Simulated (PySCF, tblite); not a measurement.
# C14H8O2: electronic excitations, NMR shifts

Aim: compute the electronic excitations, NMR shifts of C14H8O2 (`O=C1C(=O)c2ccccc2-c2ccccc21`).

Programs: tblite 0.8.0 and PySCF 2.14.0, with routines of our own; each step states its level. All values are computed. Atoms count from 0.

## (1) The system as given

24 atoms, charge 0, multiplicity 1; geometry from: force field, distance geometry or constructed start.

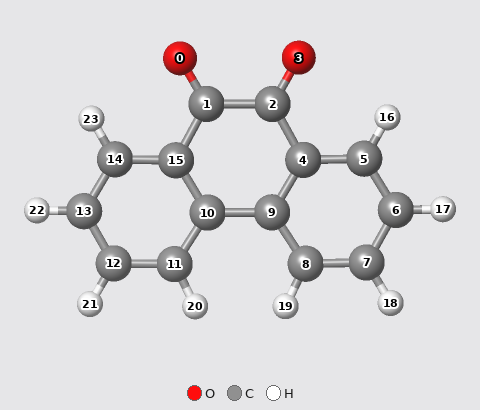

The starting geometry (oxygen red, carbon grey, hydrogen white).

## (2) Geometry optimisation with GFN2-xTB

What the job is given:

```
{"job": {"kind": "relax", "xc": "GFN2-xTB", "basis": "xTB"}, "charge": 0, "multiplicity": 1}
O     -2.015300     2.834600    -0.265100
C     -1.199600     1.938300    -0.179100
C      0.287300     2.255500    -0.174600
O      0.655500     3.423800    -0.276000
C      1.248200     1.148100    -0.060500
C      2.615000     1.470400    -0.071800
C      3.574200     0.469600     0.029900
C      3.166600    -0.850500     0.142100
C      1.801000    -1.172300     0.145100
C      0.796200    -0.180500     0.045100
C     -0.653800    -0.496900     0.044800
C     -1.150600    -1.814100     0.152300
C     -2.524500    -2.090600     0.158800
C     -3.442500    -1.061500     0.047000
C     -2.995500     0.253700    -0.055900
C     -1.616200     0.526100    -0.050900
H      2.940500     2.510100    -0.152500
H      4.631200     0.713900     0.028100
H      3.903100    -1.644500     0.223800
H      1.551900    -2.223400     0.235000
H     -0.485000    -2.663000     0.238700
H     -2.865400    -3.119000     0.236900
H     -4.507400    -1.269700     0.057000
H     -3.721900     1.053700    -0.139400
```

Started as:

```
$ OMP_NUM_THREADS=1 python large_run.py task.json out
```

One launch serves the whole session: the jobs run in the order shown.

The program printed:

```text
step      E/eV     max force
  0   -1146.86007    1.362
  1   -1146.89241    1.347
  2   -1146.91604    0.364
  3   -1146.92985    0.281
  4   -1146.94379    0.394
  5   -1146.95291    0.185
  6   -1146.96119    0.185
  7   -1146.96640    0.202
  8   -1146.97039    0.209
  9   -1146.97319    0.178
 10   -1146.97471    0.074
 11   -1146.97513    0.033
 12   -1146.97523    0.029
 13   -1146.97538    0.029
 14   -1146.97558    0.043
 15   -1146.97577    0.038
 16   -1146.97592    0.028
 17   -1146.97605    0.032
 18   -1146.97618    0.042
 19   -1146.97631    0.038
 20   -1146.97641    0.020
```

Wall time 0.26 s (1 thread of Arm Neoverse V1, shared host).

The steps of the relaxation:

```tsv
step	energy from step 0 (eV)	largest force (eV/Å)
0	0.0000	1.3620
1	-0.0323	1.3470
2	-0.0560	0.3641
3	-0.0698	0.2813
4	-0.0837	0.3944
5	-0.0928	0.1841
6	-0.1011	0.1852
7	-0.1063	0.2026
8	-0.1103	0.2096
9	-0.1131	0.1782
10	-0.1146	0.0737
11	-0.1151	0.0325
12	-0.1152	0.0291
13	-0.1153	0.0291
14	-0.1155	0.0428
15	-0.1157	0.0378
16	-0.1159	0.0284
17	-0.1160	0.0326
18	-0.1161	0.0416
19	-0.1162	0.0375
20	-0.1163	0.0193
```

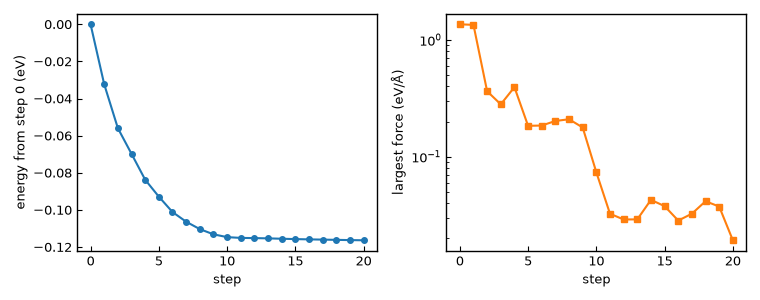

Energy and force, step by step.

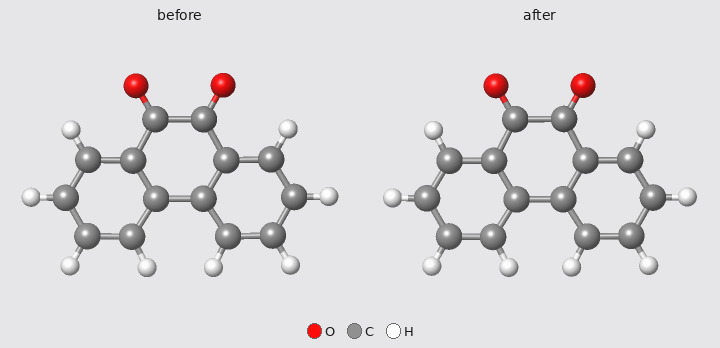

Before and after, at one scale.

Close pairs (by a distance rule), those that changed most:

```tsv
bond	before (Å)	after (Å)	change (Å)
C7–C8	1.403	1.383	-0.020
C8–C9	1.415	1.396	-0.020
C9–C10	1.484	1.465	-0.020
C11–C12	1.401	1.383	-0.019
C2–O3	1.229	1.212	-0.018
C10–C11	1.412	1.396	-0.016
C13–C14	1.393	1.379	-0.014
C5–H16	1.092	1.080	-0.012
```

The end geometry stands in the next job.

## (3) Infrared spectrum with GFN2-xTB

What the job is given:

```
{"job": {"kind": "ir", "xc": "GFN2-xTB", "basis": "xTB"}, "charge": 0, "multiplicity": 1}
O     -2.019317     2.843717    -0.266633
C     -1.207752     1.948903    -0.175559
C      0.286982     2.274721    -0.178614
O      0.652545     3.425863    -0.274387
C      1.223339     1.144856    -0.064420
C      2.584767     1.448991    -0.069362
C      3.534122     0.453861     0.033733
C      3.117965    -0.863864     0.141571
C      1.770758    -1.177039     0.146560
C      0.790184    -0.188957     0.044678
C     -0.640863    -0.500390     0.047459
C     -1.120745    -1.806660     0.153200
C     -2.476000    -2.081844     0.156490
C     -3.402762    -1.056956     0.050762
C     -2.954061     0.242760    -0.054103
C     -1.589690     0.532503    -0.056644
H      2.870460     2.487146    -0.154001
H      4.585347     0.697457     0.029999
H      3.847730    -1.656111     0.222416
H      1.492555    -2.214705     0.233331
H     -0.436071    -2.634748     0.236499
H     -2.810709    -3.105138     0.239113
H     -4.460228    -1.270323     0.053668
H     -3.645598     1.067815    -0.136940
```

The program printed:

```text
mode    cm-1     km/mol
  1     -29.4      0.00
  2      69.4      2.07
  3      80.3      0.01
  4     138.2      2.46
  5     234.6      0.00
  6     238.0      0.47
  7     304.6      6.65
  8     335.8      5.11
  9     338.4      7.33
 10     377.5      0.23
 11     385.8      0.01
 12     390.8      7.82
 13     398.3      1.26
 14     461.0      0.01
 15     491.5     14.37
 16     528.5      0.00
 17     584.9      0.32
 18     590.0      0.55
 19     651.5      9.58
 20     667.6      0.00
 21     672.9      5.16
 22     674.1      0.07
 23     763.9     45.38
 24     769.2      0.02
 25     771.7      0.10
 26     800.0      0.01
 27     871.2      0.00
 28     880.2      0.12
 29     901.8     20.71
 30     923.4      0.06
 31     925.3      0.48
 32     929.5      0.02
 33     931.0      0.05
 34    1012.3      5.39
 35    1014.8      2.57
 36    1088.4      0.15
 37    1105.1      2.16
 38    1120.4      4.17
 39    1145.3      6.44
 40    1180.0      0.23
 41    1183.2      0.10
 42    1222.0     33.87
 43    1242.5      3.20
 44    1248.8     22.66
 45    1267.3     76.38
 46    1296.2      6.94
 47    1323.4     30.08
 48    1337.9      1.63
 49    1413.1     30.51
 50    1423.8     12.03
 51    1448.5      1.06
 52    1480.1      5.10
 53    1561.5      1.88
 54    1572.6      2.35
 55    1576.6     50.54
 56    1585.6      6.44
 57    1694.5     31.17
 58    1708.5    552.98
 59    3082.5     10.82
 60    3086.2     11.25
 61    3091.3      8.39
 62    3094.6      9.70
 63    3100.9     36.51
 64    3103.9     14.37
 65    3107.0      9.91
 66    3116.3     41.17
```

It took 1.6 s on 1 thread of Arm Neoverse V1, shared host.

The strongest bands and the atoms that carry them (share of the mass-weighted mode):

```tsv
cm⁻¹	km/mol	atoms
764	45.4	H22 14 %, H21 13 %, H18 12 %, H17 12 %
1222	33.9	C4 19 %, C15 19 %
1267	76.4	C15 11 %, C4 11 %, C1 11 %, C2 10 %
1577	50.5	C5 14 %, C8 13 %, C14 13 %, C11 12 %
1694	31.2	C2 32 %, C1 28 %, O3 20 %, O0 17 %
1708	553.0	C1 32 %, C2 28 %, O0 21 %, O3 19 %
3101	36.5	H17 54 %, H16 25 %
3116	41.2	H20 48 %, H19 40 %
```

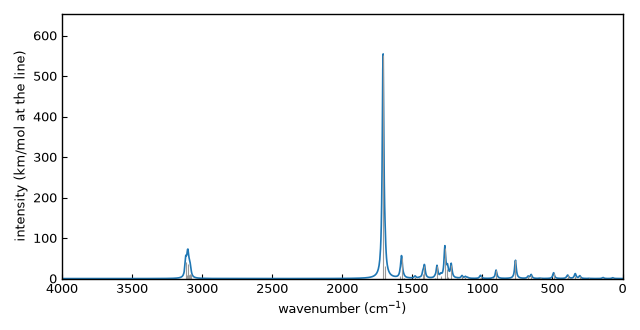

The infrared spectrum from these modes, unscaled. Lines are broadened to a width of 14 cm⁻¹ (Lorentzian).

## (4) Electronic excitations: TDA CAM-B3LYP/def2-SVP

The job, as its differences from that of step 3:

```diff
@@ -1,2 +1,2 @@
-{"job": {"kind": "ir", "xc": "GFN2-xTB", "basis": "xTB"}, "charge": 0, "multiplicity": 1}
+{"job": {"kind": "uv", "basis": "def2-SVP", "grid": 1, "kgrid": 0, "vcut": 1.5, "nstates": 6, "ntriplets": 2, "tda": true, "delta": ["ip_vertical"], "pop": true, "xc": "CAM-B3LYP"}, "charge": 0, "multiplicity": 1}
 O     -2.019317     2.843717    -0.266633
```

With the program's defaults for keys left out, this is: TDA CAM-B3LYP/def2-SVP, vertical, gas phase, core orbitals frozen in the response, virtual orbitals cut by energy.

The program printed:

```text
start: PBE on a coarse grid of 21248 points
cycle   1  E = -686.9676458175  dE =  2.786e+00  |g| = 1.210e+00  |ddm| = 7.316e+00
cycle   2  E = -683.2823296417  dE =  3.685e+00  |g| = 3.883e+00  |ddm| = 6.963e+00
cycle   3  E = -687.0180715420  dE = -3.736e+00  |g| = 9.021e-01  |ddm| = 6.214e+00
cycle   4  E = -687.2553145458  dE = -2.372e-01  |g| = 3.038e-01  |ddm| = 1.741e+00
cycle   5  E = -687.2614377301  dE = -6.123e-03  |g| = 2.702e-01  |ddm| = 7.447e-01
cycle   6  E = -687.2825673349  dE = -2.113e-02  |g| = 6.318e-02  |ddm| = 4.146e-01
cycle   7  E = -687.2836220262  dE = -1.055e-03  |g| = 2.164e-02  |ddm| = 9.443e-02
cycle   8  E = -687.2837334106  dE = -1.114e-04  |g| = 8.567e-03  |ddm| = 3.406e-02
final grid: 94581 points
cycle   9  E = -687.9028672864  dE = -1.005e-02  |g| = 8.829e-02  |ddm| = 7.418e-01
cycle  10  E = -687.9004627993  dE =  2.404e-03  |g| = 1.495e-01  |ddm| = 2.599e-01
cycle  11  E = -687.9046470570  dE = -4.184e-03  |g| = 9.606e-03  |ddm| = 1.712e-01
cycle  12  E = -687.9046684042  dE = -2.135e-05  |g| = 6.762e-03  |ddm| = 2.251e-02
cycle  13  E = -687.9046811847  dE = -1.278e-05  |g| = 1.879e-03  |ddm| = 1.115e-02
cycle  14  E = -687.9046826423  dE = -1.458e-06  |g| = 3.231e-04  |ddm| = 3.702e-03
cycle  15  E = -687.9046806270  dE =  2.015e-06  |g| = 2.208e-04  |ddm| = 1.271e-03
cycle  16  E = -687.9046822758  dE = -1.649e-06  |g| = 6.611e-05  |ddm| = 5.510e-04
converged SCF energy = -687.9046822758
Vertical ionisation energy (delta-SCF) = 8.6625 eV   <S^2> = 0.789

Static polarisability (au): isotropic 146.691, principal 59.358 170.907 209.808

Singlet excitations
state   eV       nm        f      main configurations
  1   2.5702    482.4   0.00001   H-1->L 0.92
  2   3.6487    339.8   0.08596   H->L 0.95
  3   3.7905    327.1   0.00000   H-4->L 0.82
  4   4.4886    276.2   0.01622   H-2->L 0.82, H->L+1 0.12
  5   4.7062    263.4   0.06838   H-3->L 0.71, H->L+2 0.16
  6   5.5623    222.9   0.23211   H-3->L+1 0.29, H-3->L 0.22, H-5->L 0.21

Triplet excitations (Tamm-Dancoff, eV): 2.0547 2.7467
```

Run time: 56 s. Hardware: 1 thread of Arm Neoverse V1, shared host; peak memory 0.66 GiB.

Frontier orbitals and where they lie:

```tsv
orbital	eV	atoms
HOMO−4	-9.95	O3 40 %, O0 40 %, C1 4 %
HOMO−3	-9.11	C11 12 %, C15 12 %, C8 12 %
HOMO−2	-8.94	C5 11 %, C4 11 %, C8 11 %
HOMO−1	-8.55	O0 31 %, O3 31 %, C2 10 %
HOMO	-8.14	C6 15 %, C13 15 %, C9 12 %
LUMO	-1.97	O3 16 %, O0 16 %, C2 13 %
LUMO+1	-0.31	C8 14 %, C11 14 %, C6 12 %
LUMO+2	0.16	C12 12 %, C7 12 %, C14 10 %
LUMO+3	1.37	C7 11 %, C12 11 %, C4 11 %
```

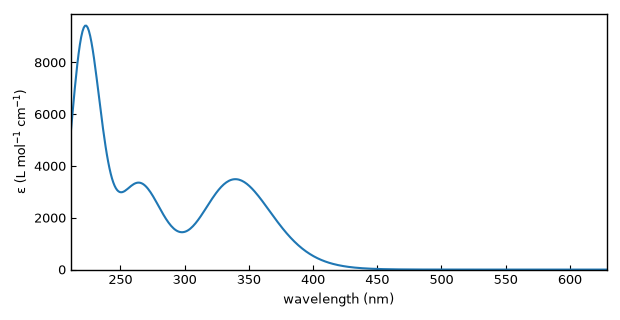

Absorption spectrum: each of the 6 states is a Gaussian band of 0.4 eV half-width at 1/e. Beyond the last state computed it falls off for lack of states.

Further results of this job:

```tsv
property	computed
dipole moment (D)	5.78
polarisability (Å³)	21.74
HOMO–LUMO gap (eV)	6.17
−ε(HOMO) (eV)	8.14
```

## (5) NMR shifts: GIAO KT3/pcSseg-1

The job, as its differences from that of step 4:

```diff
@@ -1,2 +1,2 @@
-{"job": {"kind": "uv", "basis": "def2-SVP", "grid": 1, "kgrid": 0, "vcut": 1.5, "nstates": 6, "ntriplets": 2, "tda": true, "delta": ["ip_vertical"], "pop": true, "xc": "CAM-B3LYP"}, "charge": 0, "multiplicity": 1}
+{"job": {"kind": "nmr", "xc": "KT3", "basis": "pcSseg-1", "pop": false}, "charge": 0, "multiplicity": 1}
 O     -2.019317     2.843717    -0.266633
```

Method: GIAO KT3/pcSseg-1 NMR shielding, non-relativistic, gas phase.

The program printed:

```text
start: PBE on a coarse grid of 21248 points
cycle   1  E = -687.3956873996  dE =  2.911e+00  |g| = 1.236e+00  |ddm| = 5.969e+00
cycle   2  E = -683.8422833001  dE =  3.553e+00  |g| = 3.884e+00  |ddm| = 7.645e+00
cycle   3  E = -687.4267562659  dE = -3.584e+00  |g| = 9.471e-01  |ddm| = 6.950e+00
cycle   4  E = -687.6806615898  dE = -2.539e-01  |g| = 3.142e-01  |ddm| = 1.757e+00
cycle   5  E = -687.6862995234  dE = -5.638e-03  |g| = 2.784e-01  |ddm| = 6.970e-01
cycle   6  E = -687.7080662617  dE = -2.177e-02  |g| = 7.003e-02  |ddm| = 4.035e-01
cycle   7  E = -687.7093480005  dE = -1.282e-03  |g| = 2.278e-02  |ddm| = 9.441e-02
cycle   8  E = -687.7094675152  dE = -1.195e-04  |g| = 8.798e-03  |ddm| = 3.285e-02
final grid: 201387 points
cycle   9  E = -699.6036420036  dE = -3.037e-02  |g| = 2.016e-01  |ddm| = 1.293e+00
cycle  10  E = -699.5380545443  dE =  6.559e-02  |g| = 6.003e-01  |ddm| = 1.035e+00
cycle  11  E = -699.6106222506  dE = -7.257e-02  |g| = 4.958e-02  |ddm| = 8.376e-01
cycle  12  E = -699.6110488908  dE = -4.266e-04  |g| = 2.650e-02  |ddm| = 9.252e-02
cycle  13  E = -699.6112642230  dE = -2.153e-04  |g| = 5.393e-03  |ddm| = 3.637e-02
cycle  14  E = -699.6112700088  dE = -5.786e-06  |g| = 2.020e-03  |ddm| = 9.896e-03
cycle  15  E = -699.6112720614  dE = -2.053e-06  |g| = 6.634e-04  |ddm| = 2.946e-03
cycle  16  E = -699.6112729932  dE = -9.318e-07  |g| = 2.067e-04  |ddm| = 1.192e-03
cycle  17  E = -699.6112698391  dE =  3.154e-06  |g| = 7.667e-05  |ddm| = 3.858e-04
converged SCF energy = -699.6112698391

GIAO shielding tensors (ppm)
atom      isotropic    diamagn.    paramagn.     s11        s22        s33       span
  0 O     -285.635     397.778    -683.413   -931.977   -328.157    403.230   1335.208
  1 C       16.022     250.387    -234.364    -66.304     19.576     94.796    161.100
  2 C       16.030     250.388    -234.358    -66.315     19.624     94.781    161.095
  3 O     -285.411     397.769    -683.180   -931.367   -328.054    403.188   1334.555
  4 C       60.514     257.425    -196.911    -13.129     37.490    157.181    170.310
  5 C       57.750     239.426    -181.676    -38.210     30.636    180.825    219.035
  6 C       61.117     253.421    -192.304    -37.027     49.885    170.494    207.521
  7 C       56.258     250.294    -194.036    -45.733     45.041    169.466    215.198
  8 C       68.521     249.746    -181.225    -23.792     53.948    175.407    199.199
  9 C       56.808     245.988    -189.180    -16.051     20.976    165.499    181.551
 10 C       56.847     246.005    -189.158    -16.005     21.011    165.536    181.542
 11 C       68.572     249.709    -181.137    -23.740     54.003    175.453    199.193
 12 C       56.358     250.303    -193.945    -45.560     45.047    169.588    215.147
 13 C       61.170     253.401    -192.231    -37.005     49.947    170.568    207.572
 14 C       57.779     239.383    -181.604    -38.225     30.693    180.869    219.094
 15 C       60.562     257.438    -196.877    -13.099     37.587    157.198    170.297
 16 H       23.413      32.546      -9.133     18.958     24.281     27.001      8.044
 17 H       24.384      28.495      -4.112     21.427     24.970     26.755      5.328
 18 H       24.267      29.531      -5.265     21.236     24.396     27.168      5.931
 19 H       23.973      36.200     -12.227     18.899     23.998     29.022     10.123
 20 H       23.974      36.188     -12.214     18.899     23.999     29.024     10.124
 21 H       24.275      29.546      -5.271     21.246     24.409     27.171      5.926
 22 H       24.389      28.510      -4.121     21.430     24.973     26.765      5.335
 23 H       23.421      32.559      -9.138     18.968     24.283     27.011      8.043
```

Run time: 25 s. Hardware: 1 thread of Arm Neoverse V1, shared host; peak memory 0.57 GiB.

The references, computed at this level on geometries of the same kind, shield at (ppm): 1H TMS 31.76, 13C TMS 184.7, 17O H2O 330.8. Their shielding less the atom's gives the shift. The references are single molecules in the gas phase, so shifts against H2O, NH3, PH3, H3PO4 or CFCl3 are not on the usual liquid scales and can be off by tens of ppm. Atoms listed in one row are averaged.

```tsv
atoms	environment	σ (ppm)	δ (ppm)
C1, C2	ketone carbonyl carbon	16.0	168.7
C7, C12	aromatic CH	56.3	128.4
C9, C10	substituted aromatic carbon	56.8	127.9
C5, C14	aromatic CH	57.8	126.9
C4, C15	substituted aromatic carbon	60.5	124.2
C6, C13	aromatic CH	61.1	123.5
C8, C11	aromatic CH	68.5	116.1
H16, H23	hydrogen on an aromatic CH	23.42	8.34
H19, H20	hydrogen on an aromatic CH	23.97	7.78
H18, H21	hydrogen on an aromatic CH	24.27	7.49
H17, H22	hydrogen on an aromatic CH	24.39	7.37
O0, O3	ketone oxygen	-285.5	616.3
```

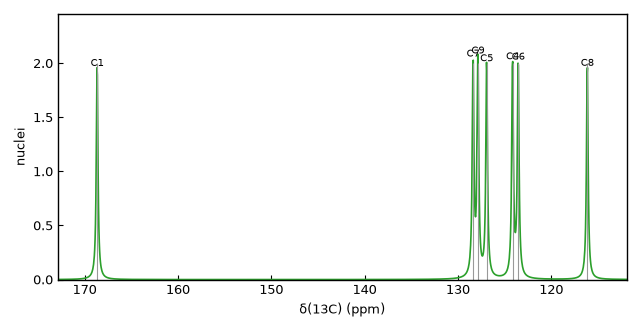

13C lines at the computed shifts, without couplings. Lines are broadened to a width of 0.21 ppm (Lorentzian).

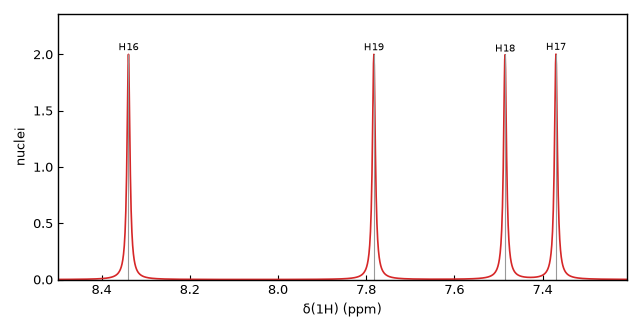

1H lines at the computed shifts, without couplings. Lines are broadened to a width of 0.01 ppm (Lorentzian).

Ring of atoms C1, C2, C4, C9, C10, C15: NICS(0) 11.3, NICS(1) 3.0, NICS(1)zz 12.8 ppm (means of both faces).

Ring of atoms C4, C5, C6, C7, C8, C9: NICS(0) -5.2, NICS(1) -8.2, NICS(1)zz -18.5 ppm (means of both faces).

## (6) Summary of results

| quantity | value |
| --- | --- |
| strongest single infrared mode (GFN2-xTB) | 1708 cm⁻¹, 553 km/mol |
| zero-point energy (GFN2-xTB) | 108.8 kcal/mol |
| lowest singlet (CAM-B3LYP/def2-SVP) | 2.57 eV (482 nm), f = 0.000 |
| brightest single state of those computed | state 6, 5.56 eV, f = 0.232 |
| lowest triplet | 2.05 eV |
| 13C shifts against TMS (KT3/pcSseg-1, means over atoms taken as alike) | 168.7, 128.4, 127.9, 126.9, 124.2, 123.5, 116.1 ppm |
| 1H shifts against TMS (KT3/pcSseg-1, means over atoms taken as alike) | 8.34, 7.78, 7.49, 7.37 ppm |
| 17O shifts against H2O (KT3/pcSseg-1, means over atoms taken as alike) | 616.3 ppm |

**Reading.** The lowest mode is imaginary (29i cm⁻¹), so the xTB geometry is not a minimum: the zero-point energy counts the real modes alone, and all values at this geometry belong to a saddle point. The strongest single mode, at 1708 cm⁻¹, is spread over several atoms, C1, C2, O0, O3 among them. GFN2-xTB is a fitted tight-binding method: band positions and strengths are rough. Its intensities can rank the bands wrongly. The first singlet state (HOMO−1→LUMO 0.92) lies at 2.57 eV and is dark; of the 6 states computed, the strongest absorption comes from state 6 at 5.56 eV (the last computed, so partners may be missing). The lowest triplet lies 0.52 eV below the lowest singlet. At KT3/pcSseg-1: Shielding is most anisotropic at O0, O3 (span 1335 ppm, paramagnetic term -683 ppm). NICS(1)zz of -19 ppm above the planar ring from C4 marks a diatropic (aromatic) ring current.
